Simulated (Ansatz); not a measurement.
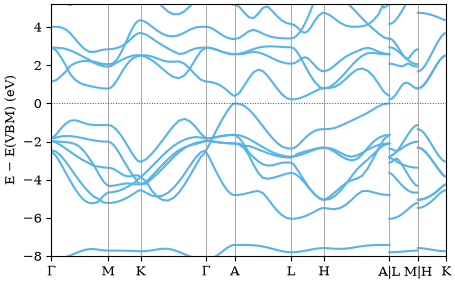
Fig. 1. Band structure from DFT-PBE+D3(BJ) in the program Ansatz with PAW potentials

### Question
Read off the gap and where the band edges lie.

### Answer
About 0.2 eV (0.20 eV by a search for the band edges); maximum at A, minimum at L.

The material is MgSnSe$_{2}$ in space group P-3m1 (No. 164; Se on 2d, Sn on 1a, Mg on 1b).

A made-up cell: these elements were put on the sites of a structure type; neither database checked (COD, Materials Project) lists it. Whether it is the stable phase at ambient conditions was not checked. The PBE+D3(BJ) relaxation kept the symmetry of its start; of distortions, only those at the zone centre were tested. Scalar-relativistic: spin–orbit coupling is off unless named, which matters more the heavier the elements.

Potentials: the later of the program's two PAW sets.
